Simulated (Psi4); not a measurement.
Geometry relaxation, with input and output: CO (part 1 of 3)

System: CO, SMILES [C-]#[O+].
Method: wB97X-D/pcseg-1, RKS (Psi4 1.11).

The atoms were displaced at random from an optimised geometry.

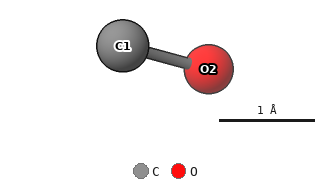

Fig. 1: The starting structure (ball-and-stick view, seen at a tilt; atoms are numbered from 1 in the order of the input). Bond lengths as drawn: C–O 1.09 Å.

The input (calc.dat):
```
memory 1600 MB

molecule system {
  0 1
  C      0.465499    -0.205669     0.186130
  O     -0.467925     0.186503    -0.224485
}


energy_value = opt('wb97x-d/pcseg-1')
```

Run as:
```bash
psi4 -n 1 calc.dat calc.out
```

Output:
```
Psi4 1.11 release

gradient() will perform analytic gradient computation.

   => Loading Basis Set <=

    Name: PCSEG-1
    Role: ORBITAL
    Keyword: BASIS

   => WB97X-D: Empirical Dispersion <=

    Chai and Head-Gordon Dispersion Correction

        s6 =       1.000000

         ---------------------------------------------------------
                                   SCF
                              RKS Reference
                        1 Threads,   1525 MiB Core
         ---------------------------------------------------------

  ==> Geometry <==

    Molecular point group: c2v
    Full point group: C_inf_v

    Geometry (in Angstrom), charge = 0, multiplicity = 1:

       Center              X                  Y                   Z               Mass
    ------------   -----------------  -----------------  -----------------  -----------------
         C            0.000000000000     0.000000000000     0.624234044557    12.000000000000
         O           -0.000000000000     0.000000000000    -0.468324383896    15.994914619570

  Running in c2v symmetry.

  Rotational constants: A = ************  B =      2.05979  C =      2.05979 [cm^-1]
  Rotational constants: A = ************  B =  61750.97668  C =  61750.97668 [MHz]
  Nuclear repulsion =   23.248647807432789

  Charge       = 0
  Multiplicity = 1
  Electrons    = 14
  Nalpha       = 7
  Nbeta        = 7

  ==> Algorithm <==

  SCF Algorithm Type is DF.
  DIIS enabled.
  MOM disabled.
  Fractional occupation disabled.
  Guess Type is SAD.
  Energy threshold   = 1.00e-08
  Density threshold  = 1.00e-08
  Integral threshold = 1.00e-12

  ==> Primary Basis <==

  Basis Set: PCSEG-1
    Blend: PCSEG-1
    Number of shells: 12
    Number of basis functions: 28
    Number of Cartesian functions: 30
    Spherical Harmonics?: true
    Max angular momentum: 2

  ==> DFT Potential <==

   => LibXC <=

    Version 7.1.2

   => Composite Functional: WB97X-D <=

    wB97X-D Hyb-GGA Exchange-Correlation Functional

    Deriv               =              1
    GGA                 =           TRUE
    Meta                =          FALSE

    Exchange Hybrid     =           TRUE
    MP2 Hybrid          =          FALSE

   => Exchange-Correlation Functionals <=

    1.0000   wB97X-D range-separated functional

   => Exact (HF) Exchange <=

    0.7780            HF,LR [omega = 0.2000]
    0.2220               HF

   => LibXC Density Thresholds  <==

    XC_HYB_GGA_XC_WB97X_D:  1.00E-14

   => Molecular Quadrature <=

    Radial Scheme          =       TREUTLER
    Pruning Scheme         =           NONE
    Nuclear Scheme         =       TREUTLER

    Blocking Scheme        =         OCTREE
    BS radius alpha        =              1
    Pruning alpha          =              1
    Radial Points          =             75
    Spherical Points       =            302
    Total Points           =          43193
    Total Blocks           =            389
    Max Points             =            255
    Max Functions          =             28
    Weights Tolerance      =       1.00E-15

   => Loading Basis Set <=

    Name: (PCSEG-1 AUX)
    Role: JKFIT
    Keyword: DF_BASIS_SCF

  ==> Integral Setup <==

  DFHelper Memory: AOs need 0.003 GiB; user supplied 1.084 GiB.
  SCF_SUBTYPE=INCORE selected. In-core MEM_DF algorithm will be used.
  Using in-core AOs.

  ==> MemDFJK: Density-Fitted J/K Matrices <==

    J tasked:                   Yes
    K tasked:                   Yes
    wK tasked:                  Yes
    Omega:                2.000E-01
    Memory [MiB]:              1109
    Algorithm:                 Core
    Schwarz Cutoff:           1E-12
    Mask sparsity (%):       0.0000
    Fitting Condition:        1E-10

   => Auxiliary Basis Set <=

  Basis Set: (PCSEG-1 AUX)
    Blend: DEF2-UNIVERSAL-JKFIT
    Number of shells: 50
    Number of basis functions: 152
    Number of Cartesian functions: 182
    Spherical Harmonics?: true
    Max angular momentum: 4

  Cached 100.0% of DFT collocation blocks in 0.034 [GiB].

  Minimum eigenvalue in the overlap matrix is 2.4271622511E-02.
  Reciprocal condition number of the overlap matrix is 7.5086482934E-03.
    Using symmetric orthogonalization.

  ==> Pre-Iterations <==

  SCF Guess: Superposition of Atomic Densities via on-the-fly atomic UHF (no occupation information).

   -------------------------
    Irrep   Nso     Nmo
   -------------------------
     A1        14      14
     A2         2       2
     B1         6       6
     B2         6       6
   -------------------------
    Total      28      28
   -------------------------

  ==> Iterations <==

                           Total Energy        Delta E     RMS |[F,P]|

   @DF-RKS iter SAD:  -112.62758857410724   -1.12628e+02   0.00000e+00
   @DF-RKS iter   1:  -113.21428913409454   -5.86701e-01   1.90837e-02 ADIIS/DIIS
   @DF-RKS iter   2:  -113.19764558934682    1.66435e-02   2.39737e-02 ADIIS/DIIS
   @DF-RKS iter   3:  -113.24985085953065   -5.22053e-02   2.49392e-03 ADIIS/DIIS
   @DF-RKS iter   4:  -113.25061586880723   -7.65009e-04   3.06715e-04 ADIIS/DIIS
   @DF-RKS iter   5:  -113.25062692846384   -1.10597e-05   5.68735e-05 DIIS
   @DF-RKS iter   6:  -113.25062738131892   -4.52855e-07   7.46437e-06 DIIS
   @DF-RKS iter   7:  -113.25062739219483   -1.08759e-08   6.24927e-07 DIIS
   @DF-RKS iter   8:  -113.25062739234417   -1.49342e-10   9.09917e-08 DIIS
   @DF-RKS iter   9:  -113.25062739234569   -1.52056e-12   5.54923e-09 DIIS
  Energy and wave function converged.

  ==> Post-Iterations <==

   Electrons on quadrature grid:
      Ntotal   =   13.9999996406 ; deviation = -3.594e-07

    Orbital Energies [Eh]
    ---------------------

    Doubly Occupied:

       1A1   -19.353985     2A1   -10.396775     3A1    -1.295997
       4A1    -0.673360     1B1    -0.581544     1B2    -0.581544
       5A1    -0.464834

    Virtual:

       2B1     0.065377     2B2     0.065377     6A1     0.296896
       3B2     0.493362     3B1     0.493362     7A1     0.570200
       8A1     0.786262     4B1     0.927113     4B2     0.927113
       9A1     0.927883     1A2     1.645931    10A1     1.645933
      11A1     1.657112     5B2     1.735037     5B1     1.735037
       2A2     2.326952    12A1     2.326953    13A1     2.602772
       6B2     2.979309     6B1     2.979309    14A1     3.291197

    Final Occupation by Irrep:
             A1    A2    B1    B2
    DOCC [     5,    0,    1,    1 ]
    NA   [     5,    0,    1,    1 ]
    NB   [     5,    0,    1,    1 ]

  @DF-RKS Final Energy:  -113.25062739234569

   => Energetics <=

    Nuclear Repulsion Energy =             23.2486478074327891
    One-Electron Energy =                -199.6492627307410430
    Two-Electron Energy =                  72.8854906008836849
    DFT Exchange-Correlation Energy =      -9.7355025418956540
    Empirical Dispersion Energy =          -0.0000005280254823
    VV10 Nonlocal Energy =                  0.0000000000000000
    Total Energy =                       -113.2506273923456916

Computation Completed

Properties will be evaluated at   0.000000,   0.000000,   0.000000 [a0]

Properties computed using the SCF density matrix

 Multipole Moments:

 ------------------------------------------------------------------------------------
     Multipole            Electronic (a.u.)      Nuclear  (a.u.)        Total (a.u.)
 ------------------------------------------------------------------------------------

 L = 1.  Multiply by 2.5417464519 to convert [e a0] to [Debye]
 Dipole X            :          0.0000000            0.0000000            0.0000000
 Dipole Y            :          0.0000000            0.0000000            0.0000000
 Dipole Z            :         -0.0440561           -0.0022503           -0.0463064
 Magnitude           :                                                    0.0463064

 ------------------------------------------------------------------------------------

	total time  =          2 seconds =       0.03 minutes

         ------------------------------------------------------------
                                   SCF GRAD
         ------------------------------------------------------------

  ==> Geometry <==

    Molecular point group: c2v
    Full point group: C_inf_v

    Geometry (in Angstrom), charge = 0, multiplicity = 1:

       Center              X                  Y                   Z               Mass
    ------------   -----------------  -----------------  -----------------  -----------------
         C            0.000000000000    -0.000000000000     0.624234044557    12.000000000000
         O            0.000000000000     0.000000000000    -0.468324383896    15.994914619570

  Nuclear repulsion =   23.248647807432789

  ==> Basis Set <==

  Basis Set: PCSEG-1
    Blend: PCSEG-1
    Number of shells: 12
    Number of basis functions: 28
    Number of Cartesian functions: 30
    Spherical Harmonics?: true
    Max angular momentum: 2

  ==> DFJKGrad: Density-Fitted SCF Gradients <==

    Gradient:                    1
    J tasked:                  Yes
    K tasked:                  Yes
    wK tasked:                 Yes
    Omega:               2.000E-01
    Integrals threads:           1
    Memory [MiB]:             1144
    Schwarz Cutoff:          1E-12
    Fitting Condition:       1E-10

   => Auxiliary Basis Set <=

  Basis Set: (PCSEG-1 AUX)
    Blend: DEF2-UNIVERSAL-JKFIT
    Number of shells: 50
    Number of basis functions: 152
    Number of Cartesian functions: 182
    Spherical Harmonics?: true
    Max angular momentum: 4

   => Molecular Quadrature <=

    Radial Scheme          =       TREUTLER
    Pruning Scheme         =           NONE
    Nuclear Scheme         =       TREUTLER

    Blocking Scheme        =         OCTREE
    BS radius alpha        =              1
    Pruning alpha          =              1
    Radial Points          =             75
    Spherical Points       =            302
    Total Points           =          43193
    Total Blocks           =            389
    Max Points             =            255
    Max Functions          =             28
    Weights Tolerance      =       1.00E-15

  -Total Gradient:
     Atom            X                  Y                   Z
    ------   -----------------  -----------------  -----------------
       1        0.000000000000     0.000000000000    -0.104309719422
       2        0.000000000000     0.000000000000     0.104668269409

	total time  =          0 seconds =       0.00 minutes

    			-----------------------------------------

    			 OPTKING 3.0: for geometry optimizations

    			        with contributions from

    			-----------------------------------------

	                            ===> Fragment 1 <==

	 Z (Atomic Numbers)          Masses                          Geom
	       6.000000            12.000000          0.00000000 -0.00000000  1.17963138
	       8.000000            15.994915          0.00000000  0.00000000 -0.88500482

	 - Coordinate -           - BOHR/RAD -       - ANG/DEG -
	 R(1,2)           =         2.064636           1.092558

	        --- Internal Coordinate Step in ANG or DEG, aJ/ANG or AJ/DEG ---
	-------------------------------------------------------------------------------
	           Coordinate      Previous         Force          Change          New
	           ----------      --------        ------          ------        ------
	               R(1,2)       1.09256        0.86086        0.02988       1.12244
	-------------------------------------------------------------------------------

	                                 ==> Convergence Check <==

	Measures of convergence in internal coordinates in au.

	Criteria marked as inactive (o), active & met (*), and active & unmet ( ).

	----------------------------------------------------------------------------------------------~
	   Step    Total Energy     Delta E     Max Force     RMS Force      Max Disp      RMS Disp   ~
	----------------------------------------------------------------------------------------------~
	  Convergence Criteria     1.00e-06 *    3.00e-04 *             o    1.20e-03 *             o~
	----------------------------------------------------------------------------------------------~
	     1    -113.25062739   -1.13e+02      1.04e-01      1.04e-01 o    5.65e-02      5.65e-02 o  ~
	----------------------------------------------------------------------------------------------

Next Geometry in Ang
	Fragment 1 (Ang)

	    C   0.0000000000  -0.0000000000   0.6391757403
	    O   0.0000000000   0.0000000000  -0.4832660796

    Structure for next step:
    Molecular point group: c2v
    Full point group: C_inf_v

    Geometry (in Angstrom), charge = 0, multiplicity = 1:

    C           -0.000000000000     0.000000000000     0.641307941796
    O            0.000000000000     0.000000000000    -0.481133878148

gradient() will perform analytic gradient computation.

  ==> Geometry <==

    Molecular point group: c2v
    Full point group: C_inf_v

    Geometry (in Angstrom), charge = 0, multiplicity = 1:
```
